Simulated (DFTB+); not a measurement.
# MoNF3: geometry relaxation

MoNF3, SMILES [N]#[Mo]([F])([F])[F], computed with GFN2-xTB, R-SCC, dispersion built in (DFTB+ 25.1).

The geometry comes from this level: GFN2-xTB.

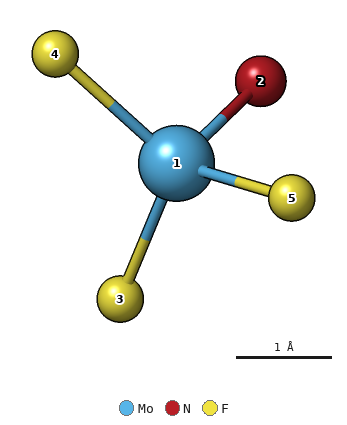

The input geometry (ball-and-stick view, seen at a tilt; atoms are numbered from 1 in the order of the input). Sticks mark near contacts. Bond lengths as drawn: F–Mo 1.79 Å and Mo–N 1.70 Å.

## The input (dftb_in.hsd)
```
# GFN2-XTB geometry optimisation
Geometry = GenFormat {
  <<< "geo.gen"
}
Driver = gDIIS {
  MovedAtoms = 1:-1
  MaxForceComponent = 0.001
  MaxSteps = 100
  AppendGeometries = Yes
}
Hamiltonian = xTB {
  Method = "GFN2-xTB"
  Filling = Fermi {
    Temperature [Kelvin] = 300
  }
}
Analysis {
  PrintForces = Yes
}
Options {
  WriteResultsTag = Yes
}
ParserOptions {
  ParserVersion = 14
}
```

## File geo.gen
```
5 C
Mo N F
   1  1     -0.000990      0.000880     -0.088700
   2  2      0.008820     -0.015650      1.611470
   3  3      1.736650      0.009420     -0.516060
   4  3     -0.875650      1.509940     -0.488920
   5  3     -0.868830     -1.504590     -0.517790
```

Machine: 1 thread of Intel Xeon (Granite Rapids), 128 GiB of memory available, shared host.

Launched with:
```bash
dftb+ > dftb.out
```

## Output
```
|  DFTB+ development version (commit: a23bfb2)

Reading input file 'dftb_in.hsd'
Parser version: 14

--------------------------------------------------------------------------------
WARNING!
-> This driver is deprecated and will be removed in future versions.
Please use the GeometryOptimisation driver instead.
Path: dftbplusinput/Driver/gDIIS
Line: 5-10 (File: dftb_in.hsd)

Processed input in HSD format written to 'dftb_pin.hsd'

Starting initialization...
--------------------------------------------------------------------------------
OpenMP threads:              1
Chosen random seed:          1005056608
Current stacksize:           unlimited
Mode:                        Modified gDIIS relaxation
WARNING!
-> This geometry optimisation method requires force related energies for accurate minimisation.
Self consistent charges:     Yes
SCC-tolerance:                 0.100000E-04
Max. scc iterations:                    100
Shell resolved Hubbard:      Yes
Spin polarisation:           No
Nr. of up electrons:            16.000000
Nr. of down electrons:          16.000000
Periodic boundaries:         No
Electronic solver:           Relatively robust
Mixer:                       Broyden mixer
Mixing parameter:                  0.200000
Nr. of chrg. vec. in memory:            100
Max. SCC-cycles:                        100
Nr. of moved atoms:                       5
Max. nr. of geometry steps:             100
Force tolerance:               0.100000E-02
tblite library version:      0.3.0
-> parametrization:          GFN2-xTB
-> repulsion:                Yes
-> dispersion:               Yes
-> halogen bonding:          No
-> electrostatics:           Yes
   -> isotropic:             Yes
   -> anisotropic:           Yes
   -> third-order:           Yes
Electronic temperature:              0.950045E-03 H      0.258520E-01 eV
Initial charges:             Set automatically (system chrg:   0.000E+00)
Included shells:            Mo:  d, s, p
                             N:  s, p
                             F:  s, p
Extra options:
                             Mulliken analysis
Force type                   original

--------------------------------------------------------------------------------

***  Geometry step: 0

 iSCC Total electronic   Diff electronic      SCC error
    1   -0.17827179E+02    0.00000000E+00    0.32715510E+01
    2   -0.19294165E+02   -0.17827179E+02    0.49608492E+01
    3   -0.19303972E+02   -0.14669861E+01    0.41087920E+01
    4   -0.19291167E+02   -0.98066345E-02    0.10055107E+01
    5   -0.19090882E+02    0.12804576E-01    0.11019675E+01
    6   -0.19281481E+02    0.20028464E+00    0.39967850E+00
    7   -0.19283705E+02   -0.19059857E+00    0.18332473E+00
    8   -0.19286878E+02   -0.22243980E-02    0.66007013E-01
    9   -0.19288613E+02   -0.31729451E-02    0.10425298E-01
   10   -0.19288730E+02   -0.17351498E-02    0.10702533E-01
   11   -0.19288632E+02   -0.11641673E-03    0.16953628E-02
   12   -0.19288625E+02    0.97661472E-04    0.11282776E-02
   13   -0.19288626E+02    0.69979192E-05    0.14078407E-02
   14   -0.19288620E+02   -0.77007591E-06    0.36961962E-03
   15   -0.19288615E+02    0.63391495E-05    0.11637169E-03
   16   -0.19288615E+02    0.48516978E-05    0.84989174E-04
   17   -0.19288616E+02   -0.49626420E-06    0.34344612E-05

Total Energy:                      -19.2359880164 H         -523.4379 eV
Extrapolated to 0K:                -19.2359880164 H         -523.4379 eV
Total Mermin free energy:          -19.2359880164 H         -523.4379 eV
Force related energy:              -19.2359880164 H         -523.4379 eV

Maximal force component:             0.335496E-03
Averaged force norm:                 0.260458E-03

Geometry converged

--------------------------------------------------------------------------------
--------------------------------------------------------------------------------
--------------------------------------------------------------------------------
Missing                                +       0.01 (100.0%)       0.01 (100.0%)
Total                                  =       0.01 (100.0%)       0.01 (100.0%)
--------------------------------------------------------------------------------
```

## File detailed.out
```
Fermi distribution function

Geometry optimization step: 0

********************************************************************************
 iSCC Total electronic   Diff electronic      SCC error
   17   -0.19288616E+02   -0.49626420E-06    0.34344612E-05
********************************************************************************

Coordinates of moved atoms (au):
    1     -0.00187083      0.00166296     -0.16761870
    2      0.01666738     -0.02957421      3.04523674
    3      3.28179264      0.01780122     -0.97521199
    4     -1.65473856      2.85337286     -0.92392483
    5     -1.64185063     -2.84326283     -0.97848122

 Total charge:    -0.00000000

 Atomic gross charges (e)
 Atom           Charge
    1       1.05706741
    2      -0.40456130
    3      -0.21734820
    4      -0.21753964
    5      -0.21761827

Nr. of electrons (up):     32.00000000
Atom populations (up)
 Atom       Population
    1       4.94293259
    2       5.40456130
    3       7.21734820
    4       7.21753964
    5       7.21761827

l-shell populations (up)
 Atom Sh.   l       Population
    1   1   2       3.09607127
    1   2   0       0.69380683
    1   3   1       1.15305449
    2   1   0       1.61027309
    2   2   1       3.79428821
    3   1   0       1.66490102
    3   2   1       5.55244718
    4   1   0       1.66498223
    4   2   1       5.55255741
    5   1   0       1.66500773
    5   2   1       5.55261055

Orbital populations (up)
 Atom Sh.   l   m       Population  Label
    1   1   2  -2       0.59868835  d_xy
    1   1   2  -1       0.87317138  d_yz
    1   1   2   0       0.87330915  d_z2
    1   1   2   1       0.37560630  d_xz
    1   1   2   2       0.37529609  d_x2-y2
    1   2   0   0       0.69380683  s
    1   3   1  -1       0.44125710  p_y
    1   3   1   0       0.27042135  p_z
    1   3   1   1       0.44137604  p_x
    2   1   0   0       1.61027309  s
    2   2   1  -1       1.14721683  p_y
    2   2   1   0       1.50025788  p_z
    2   2   1   1       1.14681350  p_x
    3   1   0   0       1.66490102  s
    3   2   1  -1       1.78205471  p_y
    3   2   1   0       1.88251460  p_z
    3   2   1   1       1.88787786  p_x
    4   1   0   0       1.66498223  s
    4   2   1  -1       1.86078730  p_y
    4   2   1   0       1.88321863  p_z
    4   2   1   1       1.80855148  p_x
    5   1   0   0       1.66500773  s
    5   2   1  -1       1.86197504  p_y
    5   2   1   0       1.88251634  p_z
    5   2   1   1       1.80811916  p_x

Fermi level:                        -0.3799302807 H          -10.3384 eV
Band energy:                       -19.6514110272 H         -534.7421 eV
TS:                                  0.0000000000 H            0.0000 eV
Band free energy (E-TS):           -19.6514110272 H         -534.7421 eV
Extrapolated E(0K):                -19.6514110272 H         -534.7421 eV
Input / Output electrons (q):     32.0000000000     32.0000000000

Energy H0:                         -19.4149443351 H         -528.3075 eV
Energy SCC:                          0.1263282179 H            3.4376 eV
Total Electronic energy:           -19.2886161172 H         -524.8699 eV
Repulsive energy:                    0.0554730847 H            1.5095 eV
Total energy:                      -19.2359880164 H         -523.4379 eV
Extrapolated to 0:                 -19.2359880164 H         -523.4379 eV
Total Mermin free energy:          -19.2359880164 H         -523.4379 eV
Force related energy:              -19.2359880164 H         -523.4379 eV

Non-constrained calculation

SCC converged

Full geometry written in geo_end.{xyz|gen}

Total Forces
    1     -0.000016030832     -0.000072824893     -0.000011662030
    2     -0.000065556976      0.000007984196     -0.000210704358
    3     -0.000203028732     -0.000010057240      0.000020035462
    4      0.000115610805     -0.000260598111      0.000092605127
    5      0.000169005735      0.000335496048      0.000109725799

Maximal derivative component:        0.335496E-03 au
Max force for moved atoms::          0.335496E-03 au

Dipole moment:   -0.01466583    0.02443910   -2.49654690 au
Dipole moment:   -0.03727682    0.06211801   -6.34558979 Debye

Geometry converged
```

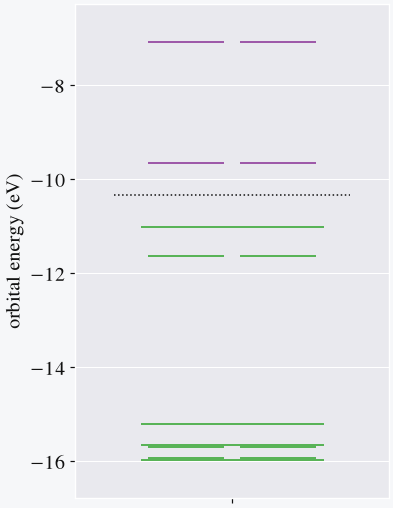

Orbital energies near the frontier; the dotted line parts filled from empty levels, and levels within 0.02 eV of each other stand side by side. Highest filled −11.02 eV, lowest empty −9.66 eV, 1.36 eV apart.

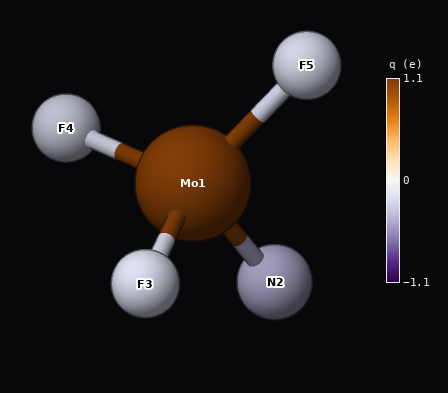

Mulliken charges, as the colour of each atom (ball-and-stick view, seen at a tilt; atoms are numbered from 1 in the order of the input). By element: Mo +1.06, N −0.40 and F −0.22 e.

## Key numbers

| quantity | value |
| --- | --- |
| outcome | converged |
| total energy | −19.235988 hartree |
| basis functions | 25 |
| largest force | 0.020 eV/Å |
| HOMO | −11.02 eV |
| LUMO | −9.66 eV |
| dipole moment | 6.35 D |
| peak memory | 0.073 GiB |

## Notes

Settings chosen away from the usual ones: optimiser.
